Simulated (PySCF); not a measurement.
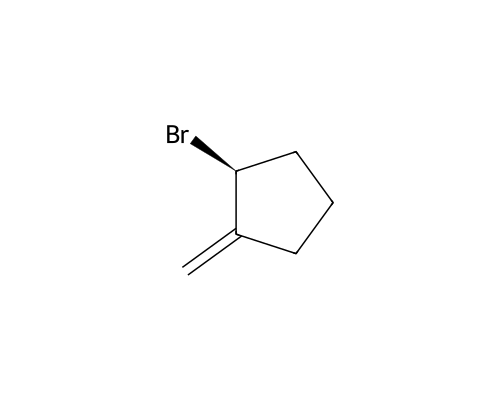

Source: calculation with PySCF.

2D structure.

### Give its SMILES.

C=C1CCC[C@@H]1Br

### What is the molecular formula?

C6H9Br.

### An optimisation with PBE0-D3(BJ)/def2-SVP gave a structure of which point group?

C1.
